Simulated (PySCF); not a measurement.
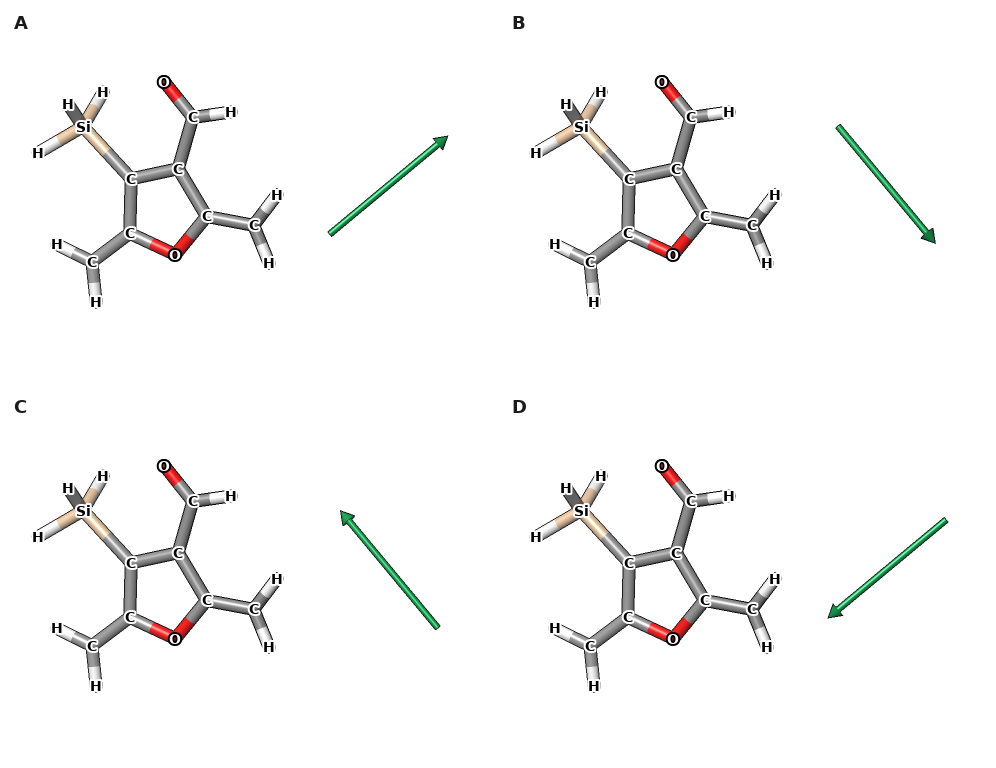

The same molecule four times, each with an arrow. Computed geometry: GFN2-xTB optimisation. No frequency run is at hand to confirm it as a minimum. Method: PBE0/pcSseg-1, gas phase (PySCF 2.14.0).

Which arrow points along the dipole moment, from the negative to the positive end?

B. The dipole moment is 1.17 D.

The geometry is semi-empirical. Around Si such bond lengths and angles can be off by a tenth of an ångström or more and by several degrees, and values that hang on the shape move with them.
